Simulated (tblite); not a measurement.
# Geometry relaxation, with input and output: C4H9GeNO3 (part 1 of 4)

System: C4H9GeNO3.
Method: GFN2-xTB geometry optimisation, gas phase (tblite 0.8.0).

It belongs to a series of runs on one base structure; here: H on Ge replaced by NHCOCH3.

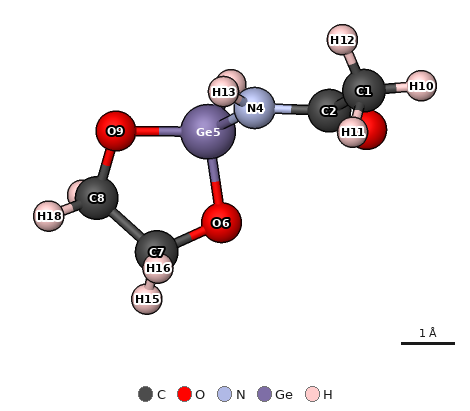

**Figure 1.** The starting structure (ball-and-stick view, seen at a tilt; atoms are numbered from 1 in the order of the input). Sticks mark near contacts.

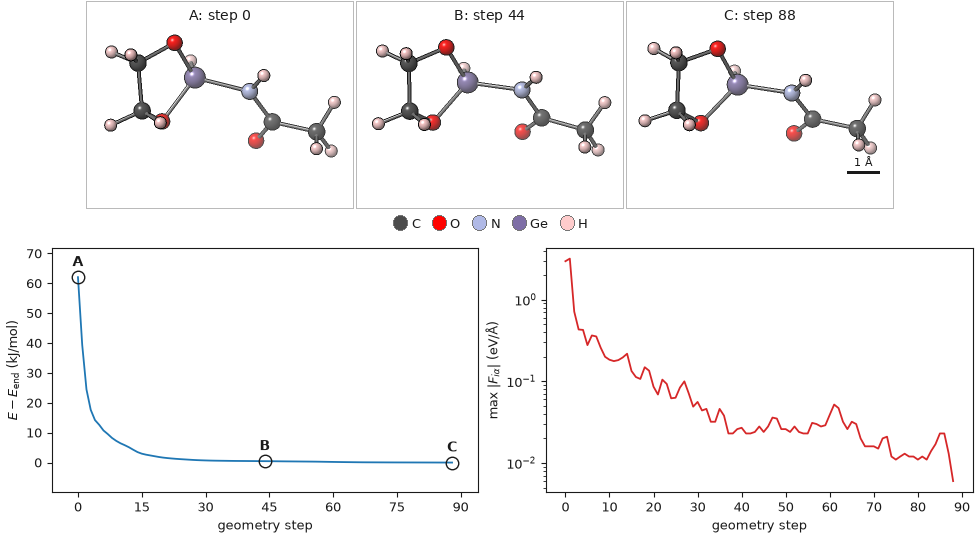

**Figure 2.** Frames of the relaxation (ball-and-stick view, seen at a tilt) above the curves, on which the letters mark them (steps are counted from 0).

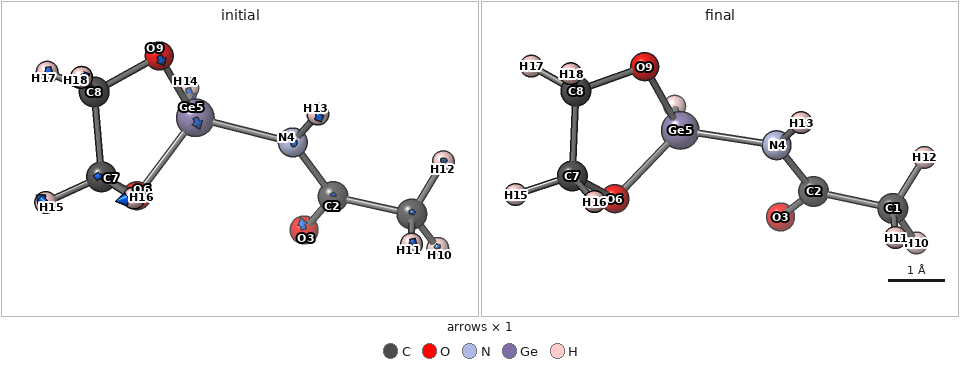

**Figure 3.** Before (left) and after (right) the relaxation, at one scale (ball-and-stick view, seen at a tilt). The blue arrows give the displacements, at true length. Over 88 geometry steps the energy falls by 62.1 kJ/mol. The largest force component goes from 3 to 0.006 eV/Å. H16 moves most after the best rigid fit: 0.37 Å. By element the largest moves are H 0.37 Å, Ge 0.25 Å, O 0.24 Å, C 0.17 Å, N 0.12 Å. Among the contacts that change: C2–N4 1.426 → 1.349 Å, Ge5–H14 1.544 → 1.494 Å, N4–H13 1.054 → 1.009 Å, C2–O3 1.249 → 1.217 Å. Among the angles that change: C2–N4–Ge5 122.2° → 111.6°, Ge5–N4–H13 117.4° → 127.1°, Ge5–O6–C7 102.1° → 111.2°. (Atoms are counted from 1 in the order of the input.)

These pictures come from the run below.

Input file:
```
{"job": {"kind": "relax", "xc": "GFN2-xTB", "basis": "xTB"}, "charge": 0, "multiplicity": 1}
C      3.486300    -0.257900    -0.045600
C      2.161800     0.447300     0.104600
O      2.083300     1.665000    -0.161300
N      1.017200    -0.280700     0.544200
Ge    -0.652300     0.525500     0.757800
O     -1.256900     1.080600    -0.825400
C     -2.228600     0.122600    -1.120700
C     -2.853500    -0.439200     0.178700
O     -1.876800    -0.687500     1.152200
H      4.290500     0.479300    -0.199500
H      3.426100    -0.939600    -0.920000
H      3.697300    -0.848300     0.870200
H      1.094300    -1.305800     0.775700
H     -0.611700     1.676600     1.785500
H     -3.022800     0.589400    -1.744000
H     -1.767600    -0.705800    -1.687400
H     -3.603900     0.282400     0.577500
H     -3.391500    -1.397700    -0.054000
```

The first line tells a small driver script what to run in tblite; the rest is the geometry in Å.

Launch command:
```bash
OMP_NUM_THREADS=1 python <driver script> task.json out
```

The program's output:
```
step      E/eV     max force
  0    -822.80025    3.147
  1    -823.03558    3.278
  2    -823.18979    0.844
  3    -823.26055    0.625
  4    -823.29617    0.496
  5    -823.31268    0.322
  6    -823.33220    0.446
  7    -823.34454    0.400
  8    -823.35801    0.277
  9    -823.36828    0.236
 10    -823.37665    0.220
 11    -823.38327    0.226
 12    -823.39056    0.253
 13    -823.39911    0.223
 14    -823.40718    0.225
 15    -823.41269    0.162
 16    -823.41618    0.139
 17    -823.41885    0.109
 18    -823.42151    0.158
 19    -823.42415    0.146
 20    -823.42630    0.114
 21    -823.42795    0.096
 22    -823.42935    0.118
 23    -823.43058    0.096
 24    -823.43162    0.068
 25    -823.43254    0.071
 26    -823.43346    0.105
 27    -823.43437    0.111
 28    -823.43512    0.073
 29    -823.43570    0.064
 30    -823.43618    0.071
 31    -823.43661    0.055
 32    -823.43694    0.049
 33    -823.43717    0.037
 34    -823.43737    0.040
 35    -823.43757    0.052
 36    -823.43778    0.040
 37    -823.43794    0.031
 38    -823.43805    0.033
 39    -823.43814    0.032
 40    -823.43825    0.032
 41    -823.43838    0.029
 42    -823.43851    0.030
 43    -823.43863    0.032
 44    -823.43874    0.033
 45    -823.43885    0.028
 46    -823.43899    0.031
 47    -823.43915    0.039
 48    -823.43932    0.041
 49    -823.43946    0.037
 50    -823.43959    0.033
 51    -823.43972    0.028
 52    -823.43986    0.030
 53    -823.43999    0.028
 54    -823.44011    0.028
 55    -823.44024    0.030
 56    -823.44041    0.044
 57    -823.44064    0.041
 58    -823.44090    0.036
 59    -823.44114    0.038
 60    -823.44138    0.046
 61    -823.44162    0.057
 62    -823.44184    0.049
 63    -823.44203    0.032
 64    -823.44219    0.031
 65    -823.44236    0.037
 66    -823.44253    0.036
 67    -823.44266    0.026
 68    -823.44275    0.020
 69    -823.44280    0.018
 70    -823.44285    0.019
 71    -823.44291    0.020
 72    -823.44297    0.022
 73    -823.44304    0.021
 74    -823.44309    0.015
 75    -823.44313    0.013
 76    -823.44316    0.013
 77    -823.44319    0.015
 78    -823.44322    0.013
 79    -823.44325    0.014
 80    -823.44329    0.014
 81    -823.44332    0.015
 82    -823.44336    0.014
 83    -823.44339    0.015
 84    -823.44343    0.018
 85    -823.44348    0.023
 86    -823.44353    0.023
 87    -823.44356    0.013
 88    -823.44357    0.008
```

Trajectory as extended XYZ (Å, eV, eV/Å), 45 of the 89 frames kept, from step=0 to step=88:
```
18
Properties=species:S:1:pos:R:3:forces:R:3 step=0 energy=-822.80025
C     3.4863   -0.2579   -0.0456   -0.1590  -0.7620   0.2360
C     2.1618    0.4473    0.1046   -1.1730   1.9970  -0.1420
O     2.0833    1.6650   -0.1613   -0.5550  -2.9630   0.9020
N     1.0172   -0.2807    0.5442    1.5010  -0.2800  -0.2190
Ge   -0.6523    0.5255    0.7578    1.7550   1.3200   0.6370
O    -1.2569    1.0806   -0.8254   -0.0460  -0.3070   0.8500
C    -2.2286    0.1226   -1.1207   -1.0390  -0.4270  -0.6040
C    -2.8535   -0.4392    0.1787   -1.5060  -0.5250  -0.5910
O    -1.8768   -0.6875    1.1522    0.4380   0.2660  -0.5980
H     4.2905    0.4793   -0.1995   -0.5080  -0.3340   0.0220
H     3.4261   -0.9396   -0.9200    0.1490   0.3630   0.5660
H     3.6973   -0.8483    0.8702   -0.0590   0.2480  -0.6180
H     1.0943   -1.3058    0.7757    0.2220   1.5030  -0.4240
H    -0.6117    1.6766    1.7855    0.0330  -0.3350  -0.3230
H    -3.0228    0.5894   -1.7440    0.3860  -0.2240   0.2490
H    -1.7676   -0.7058   -1.6874   -0.2040   0.1270   0.0860
H    -3.6039    0.2824    0.5775    0.3790  -0.3110  -0.2600
H    -3.3915   -1.3977   -0.0540    0.3870   0.6450   0.2320
18
Properties=species:S:1:pos:R:3:forces:R:3 step=2 energy=-823.18979
C     3.4779   -0.2745   -0.0394   -0.3030   0.2730   0.0040
C     2.1393    0.4495    0.1109    0.4690  -0.1930  -0.0270
O     2.0593    1.6293   -0.1446   -0.6720  -0.2010   0.3030
N     1.0565   -0.2813    0.5378   -0.0830   0.4610   0.0310
Ge   -0.5986    0.5616    0.7750    0.6300   0.2460  -0.1290
O    -1.2615    1.0687   -0.7990   -0.3430  -0.4180   0.4670
C    -2.2555    0.1097   -1.1332    0.0700  -0.1580   0.3650
C    -2.8892   -0.4507    0.1624    0.5110   0.3010  -0.0710
O    -1.8646   -0.6768    1.1296    0.2170   0.3920  -0.7150
H     4.2738    0.4676   -0.1985   -0.4030  -0.2410   0.0380
H     3.4303   -0.9301   -0.9040    0.0340  -0.0930   0.0310
H     3.6957   -0.8428    0.8540    0.0420  -0.1990   0.0870
H     1.1037   -1.2644    0.7632    0.3950   0.0200  -0.1100
H    -0.6102    1.6681    1.7769    0.1150   0.1090   0.0610
H    -3.0140    0.5848   -1.7394   -0.1670   0.1680  -0.2440
H    -1.7743   -0.7027   -1.6856   -0.1510  -0.0640  -0.0640
H    -3.5945    0.2740    0.5701   -0.1230   0.0250  -0.0550
H    -3.3830   -1.3836   -0.0477   -0.2380  -0.4270   0.0270
18
Properties=species:S:1:pos:R:3:forces:R:3 step=4 energy=-823.29617
C     3.4632   -0.2737   -0.0357    0.0620  -0.1340   0.0140
C     2.1499    0.4380    0.1138   -0.2520   0.4270   0.0190
O     2.0197    1.6194   -0.1268   -0.1900  -0.0240   0.1460
N     1.0659   -0.2689    0.5399    0.0030  -0.1030   0.1310
Ge   -0.5542    0.5846    0.7726   -0.1450   0.0160  -0.2280
O    -1.2772    1.0482   -0.7691   -0.0460   0.1060  -0.0180
C    -2.2645    0.1010   -1.1266    0.0040   0.0750  -0.1310
C    -2.8837   -0.4478    0.1539    0.0240  -0.0950   0.0900
O    -1.8452   -0.6550    1.0908    0.3900   0.1030  -0.1230
H     4.2512    0.4553   -0.1969   -0.0320   0.1000  -0.0110
H     3.4327   -0.9317   -0.8972   -0.0530  -0.1430  -0.0560
H     3.6963   -0.8500    0.8516   -0.0300  -0.1460   0.0890
H     1.1260   -1.2479    0.7532    0.2510  -0.2860  -0.0060
H    -0.6032    1.6724    1.7783    0.1630   0.2060   0.1280
H    -3.0160    0.5896   -1.7472    0.0120   0.0690  -0.0540
H    -1.7842   -0.7056   -1.6881   -0.1200  -0.0830  -0.0530
H    -3.5970    0.2725    0.5644   -0.0530  -0.0040  -0.0530
H    -3.3884   -1.3943   -0.0425    0.0100  -0.0830   0.1160
18
Properties=species:S:1:pos:R:3:forces:R:3 step=6 energy=-823.33220
C     3.4582   -0.2796   -0.0333   -0.0590   0.0330  -0.0020
C     2.1417    0.4475    0.1188   -0.1850  -0.1510   0.1350
O     1.9897    1.6248   -0.1118   -0.0370   0.1690   0.0520
N     1.0695   -0.2740    0.5504    0.0860  -0.1470   0.0760
Ge   -0.5443    0.5972    0.7592   -0.0940   0.1250   0.0630
O    -1.2872    1.0481   -0.7611   -0.0070   0.2560  -0.3650
C    -2.2688    0.1015   -1.1312   -0.0680   0.0110  -0.0870
C    -2.8789   -0.4519    0.1551   -0.0250  -0.0380  -0.0150
O    -1.8135   -0.6407    1.0668    0.0220  -0.1480   0.0790
H     4.2396    0.4561   -0.1968    0.0300   0.0400   0.0020
H     3.4297   -0.9414   -0.8973   -0.0890  -0.0200   0.0520
H     3.6939   -0.8621    0.8558   -0.0920   0.0060  -0.0460
H     1.1524   -1.2572    0.7478    0.1500  -0.1640  -0.0040
H    -0.5887    1.6867    1.7858    0.1630   0.0360  -0.0580
H    -3.0161    0.5965   -1.7542    0.0260   0.0340   0.0000
H    -1.7964   -0.7119   -1.6928   -0.0730   0.0060  -0.0390
H    -3.6006    0.2708    0.5588    0.0900  -0.0970   0.0010
H    -3.3890   -1.4039   -0.0318    0.1640   0.0500   0.1560
18
Properties=species:S:1:pos:R:3:forces:R:3 step=8 energy=-823.35801
C     3.4501   -0.2803   -0.0318   -0.1110   0.1370  -0.0050
C     2.1265    0.4524    0.1293    0.0560  -0.2590   0.0820
O     1.9633    1.6329   -0.0942   -0.0210  -0.1090   0.1040
N     1.0737   -0.2886    0.5654   -0.0270  -0.0170   0.0330
Ge   -0.5439    0.6137    0.7497    0.0880   0.0600   0.0100
O    -1.2962    1.0637   -0.7792    0.0050   0.0350  -0.2180
C    -2.2744    0.1037   -1.1392   -0.0060   0.0160   0.0040
C    -2.8720   -0.4560    0.1558    0.0990   0.0650  -0.0600
O    -1.7882   -0.6388    1.0526   -0.2110  -0.1050   0.0570
H     4.2319    0.4591   -0.1964   -0.0270  -0.0660   0.0180
H     3.4207   -0.9505   -0.8941   -0.1100   0.1140   0.1150
H     3.6856   -0.8713    0.8565   -0.1100   0.1280  -0.1170
H     1.1836   -1.2765    0.7435    0.0350   0.0190  -0.0130
H    -0.5656    1.7016    1.7883    0.1280  -0.0280  -0.1360
H    -3.0161    0.6048   -1.7607   -0.0690  -0.0070  -0.0020
H    -1.8108   -0.7164   -1.6997   -0.0100   0.0780  -0.0400
H    -3.5979    0.2635    0.5555    0.1210  -0.0700   0.0890
H    -3.3789   -1.4106   -0.0130    0.1680   0.0090   0.0810
18
Properties=species:S:1:pos:R:3:forces:R:3 step=10 energy=-823.37665
C     3.4382   -0.2740   -0.0307   -0.0220   0.0440   0.0070
C     2.1162    0.4455    0.1419    0.0470  -0.0180   0.0180
O     1.9424    1.6291   -0.0731   -0.0370  -0.1840   0.1150
N     1.0750   -0.3025    0.5792   -0.0820   0.0160   0.0020
Ge   -0.5396    0.6283    0.7407    0.0720  -0.1040  -0.1410
O    -1.3013    1.0771   -0.8052    0.0800  -0.1560   0.0800
C    -2.2789    0.1074   -1.1466    0.0360   0.0430  -0.0060
C    -2.8618   -0.4560    0.1533    0.0680   0.0390  -0.0050
O    -1.7798   -0.6424    1.0460   -0.0220   0.1200   0.0180
H     4.2248    0.4583   -0.1952   -0.0300  -0.0170   0.0020
H     3.4061   -0.9501   -0.8853   -0.1140   0.1030   0.0000
H     3.6722   -0.8701    0.8505   -0.0520   0.0900   0.0130
H     1.2088   -1.2905    0.7397   -0.0830   0.0200   0.0160
H    -0.5392    1.7119    1.7817    0.0930  -0.0070  -0.1250
H    -3.0210    0.6101   -1.7654   -0.1280  -0.0400   0.0100
H    -1.8222   -0.7148   -1.7080    0.0370   0.0770  -0.0680
H    -3.5884    0.2542    0.5592    0.0490   0.0290   0.1160
H    -3.3603   -1.4151    0.0057    0.0870  -0.0540  -0.0530
18
Properties=species:S:1:pos:R:3:forces:R:3 step=12 energy=-823.39056
C     3.4282   -0.2669   -0.0293    0.0550  -0.0740   0.0250
C     2.1104    0.4349    0.1540   -0.0910   0.1290   0.0250
O     1.9253    1.6178   -0.0508   -0.0500   0.0660   0.0460
N     1.0718   -0.3131    0.5887   -0.0050  -0.0590  -0.0360
Ge   -0.5311    0.6320    0.7263    0.0060  -0.0970  -0.0620
O    -1.2980    1.0766   -0.8199    0.1100  -0.1060   0.1070
C    -2.2808    0.1125   -1.1531   -0.0100  -0.0070  -0.0120
C    -2.8519   -0.4539    0.1509   -0.0380  -0.0290   0.0610
O    -1.7755   -0.6369    1.0443    0.1750   0.1820   0.0170
H     4.2183    0.4571   -0.1943   -0.0010   0.0790  -0.0210
H     3.3868   -0.9418   -0.8791   -0.0830   0.0130  -0.1230
H     3.6587   -0.8622    0.8473    0.0330  -0.0250   0.1490
H     1.2191   -1.2986    0.7384   -0.1510  -0.0940   0.0520
H    -0.5132    1.7175    1.7658    0.0700  -0.0110  -0.1350
H    -3.0333    0.6105   -1.7669   -0.0630  -0.0350   0.0630
H    -1.8274   -0.7074   -1.7192    0.0260   0.0400  -0.0830
H    -3.5770    0.2490    0.5703   -0.0100   0.0490   0.0450
H    -3.3391   -1.4207    0.0150    0.0290  -0.0230  -0.1170
18
Properties=species:S:1:pos:R:3:forces:R:3 step=14 energy=-823.40718
C     3.4183   -0.2618   -0.0255    0.0200  -0.0660   0.0360
C     2.0991    0.4277    0.1713   -0.0670   0.0750   0.0290
O     1.8993    1.6099   -0.0190   -0.0530   0.2180  -0.0110
N     1.0668   -0.3310    0.5972    0.0810  -0.0820  -0.0870
Ge   -0.5183    0.6302    0.7049    0.0150   0.0470   0.1140
O    -1.2860    1.0672   -0.8317    0.0260   0.0270  -0.0680
C    -2.2835    0.1176   -1.1604   -0.0280  -0.0720   0.0410
C    -2.8402   -0.4522    0.1525   -0.0310  -0.0420   0.0650
O    -1.7594   -0.6169    1.0432    0.1060   0.0240   0.0230
H     4.2091    0.4609   -0.1946   -0.0250   0.0700  -0.0190
H     3.3559   -0.9294   -0.8802   -0.0080  -0.0210  -0.0800
H     3.6446   -0.8537    0.8541    0.0990  -0.0790   0.1020
H     1.2195   -1.3154    0.7408   -0.1550  -0.1340   0.0540
H    -0.4746    1.7231    1.7338    0.0370  -0.0070  -0.1270
H    -3.0538    0.6085   -1.7633    0.0660   0.0110   0.1330
H    -1.8323   -0.6945   -1.7400   -0.0430  -0.0060  -0.0500
H    -3.5632    0.2458    0.5879   -0.0380  -0.0190  -0.0720
H    -3.3100   -1.4295    0.0175   -0.0030   0.0550  -0.0830
18
Properties=species:S:1:pos:R:3:forces:R:3 step=16 energy=-823.41618
C     3.4150   -0.2620   -0.0217   -0.0240   0.0320   0.0230
C     2.0927    0.4301    0.1798    0.0430  -0.0310   0.0070
O     1.8854    1.6141   -0.0042   -0.0270   0.0020   0.0240
N     1.0666   -0.3427    0.5954    0.0110  -0.0080  -0.0710
Ge   -0.5113    0.6295    0.6992    0.0460   0.0550   0.0240
O    -1.2781    1.0618   -0.8394   -0.0230   0.0250  -0.0750
C    -2.2844    0.1166   -1.1604    0.0360  -0.0280   0.0480
C    -2.8345   -0.4527    0.1570    0.0530  -0.0020   0.0010
O    -1.7480   -0.6057    1.0452   -0.0450  -0.0900   0.0310
H     4.2030    0.4660   -0.1958   -0.0560  -0.0070   0.0030
H     3.3407   -0.9233   -0.8849    0.0340   0.0220   0.0590
H     3.6441   -0.8531    0.8627    0.0740  -0.0210  -0.0560
H     1.2081   -1.3300    0.7455   -0.0830  -0.0130   0.0080
H    -0.4549    1.7256    1.7109    0.0230   0.0740  -0.0360
H    -3.0609    0.6079   -1.7534    0.0620   0.0510   0.1130
H    -1.8363   -0.6883   -1.7528   -0.0770  -0.0380  -0.0050
H    -3.5592    0.2438    0.5929   -0.0320  -0.0550  -0.0870
H    -3.2969   -1.4313    0.0123   -0.0130   0.0350  -0.0110
18
Properties=species:S:1:pos:R:3:forces:R:3 step=18 energy=-823.42151
C     3.4131   -0.2608   -0.0182    0.0050   0.0430   0.0020
C     2.0917    0.4312    0.1839    0.0180  -0.0500   0.0020
O     1.8781    1.6165    0.0038    0.0140  -0.1490   0.0510
N     1.0672   -0.3491    0.5886   -0.0830   0.0240  -0.0250
Ge   -0.5060    0.6320    0.6982   -0.0040  -0.0110  -0.0870
O    -1.2749    1.0608   -0.8471    0.0310  -0.0350   0.0470
C    -2.2821    0.1140   -1.1572    0.0480   0.0310  -0.0080
C    -2.8291   -0.4539    0.1598    0.0390  -0.0080  -0.0240
O    -1.7448   -0.6064    1.0492   -0.0300  -0.0280   0.0140
H     4.1970    0.4691   -0.1964   -0.0080   0.0100   0.0080
H     3.3366   -0.9193   -0.8839    0.0310   0.0200   0.0740
H     3.6504   -0.8549    0.8635    0.0380   0.0150  -0.0870
H     1.1948   -1.3381    0.7487   -0.0190   0.0640  -0.0270
H    -0.4447    1.7325    1.6977    0.0160   0.1200   0.0250
H    -3.0594    0.6114   -1.7395   -0.0130   0.0610   0.0470
H    -1.8435   -0.6887   -1.7591   -0.0530  -0.0490   0.0130
H    -3.5604    0.2394    0.5884   -0.0160  -0.0280  -0.0390
H    -3.2926   -1.4294    0.0079   -0.0130  -0.0300   0.0130
18
Properties=species:S:1:pos:R:3:forces:R:3 step=20 energy=-823.42630
C     3.4106   -0.2567   -0.0142    0.0440  -0.0040  -0.0130
C     2.0896    0.4259    0.1906   -0.0460  -0.0450   0.0140
O     1.8690    1.6110    0.0177    0.0460  -0.0660   0.0240
N     1.0626   -0.3561    0.5809   -0.0860   0.0000   0.0080
Ge   -0.4999    0.6357    0.6915   -0.0650   0.0070  -0.0020
O    -1.2686    1.0575   -0.8537    0.0700  -0.0590   0.0680
C    -2.2781    0.1135   -1.1556   -0.0150   0.0290  -0.0390
C    -2.8212   -0.4562    0.1609   -0.0310  -0.0280  -0.0170
O    -1.7415   -0.6074    1.0533    0.0180   0.0600  -0.0210
H     4.1898    0.4739   -0.1965    0.0430   0.0690   0.0040
H     3.3323   -0.9137   -0.8779    0.0260  -0.0260  -0.0090
H     3.6583   -0.8556    0.8591    0.0320   0.0030  -0.0080
H     1.1813   -1.3437    0.7498    0.0140   0.0200  -0.0310
H    -0.4299    1.7480    1.6829   -0.0020   0.0670  -0.0010
H    -3.0600    0.6194   -1.7222   -0.0430   0.0540  -0.0130
H    -1.8554   -0.6914   -1.7661   -0.0170  -0.0180   0.0130
H    -3.5612    0.2321    0.5821    0.0050   0.0010   0.0090
H    -3.2863   -1.4300    0.0054    0.0060  -0.0650   0.0150
```
